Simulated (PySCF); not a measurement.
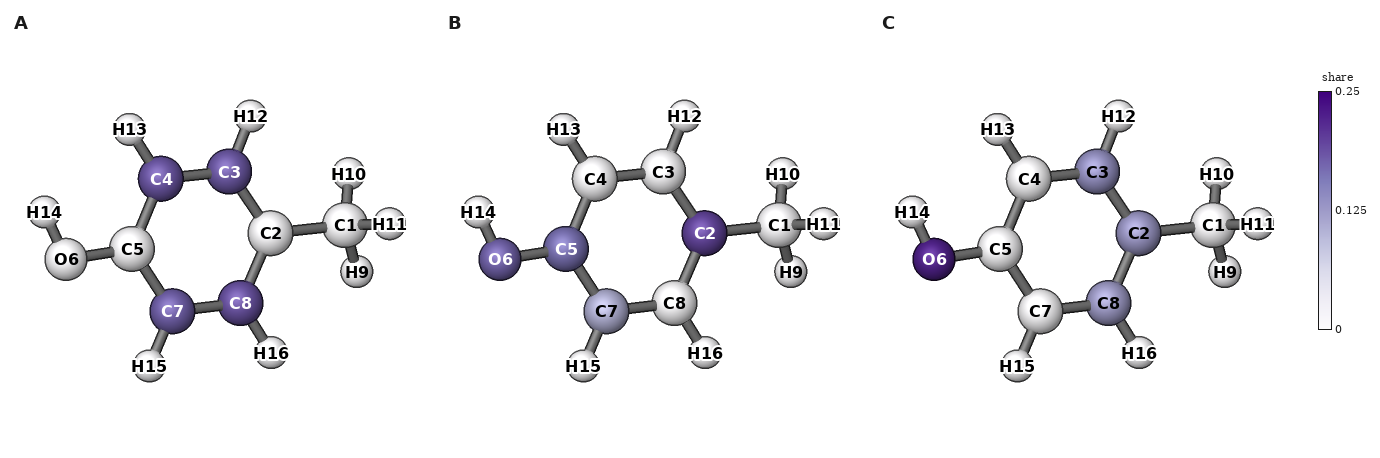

Each panel colours the atoms by their Löwdin share in one orbital (up to four of the largest shares; other atoms are shown as zero). The computed structure is the end point of a PBE0-D3(BJ)/def2-SVP optimisation. No frequency run is at hand to confirm it as a minimum. Level of theory: B3LYP/def2-SVPD (PySCF 2.14.0).

The panels show the HOMO−2, HOMO, LUMO, in some order. Which is which?

Answer. A: LUMO, −0.50 eV; C8 0.18, C4 0.18, C3 0.18, C7 0.17
B: HOMO, −6.11 eV; C2 0.20, O6 0.17, C5 0.16, C7 0.10
C: HOMO−2, −9.10 eV; O6 0.22, C3 0.13, C2 0.13, C8 0.12
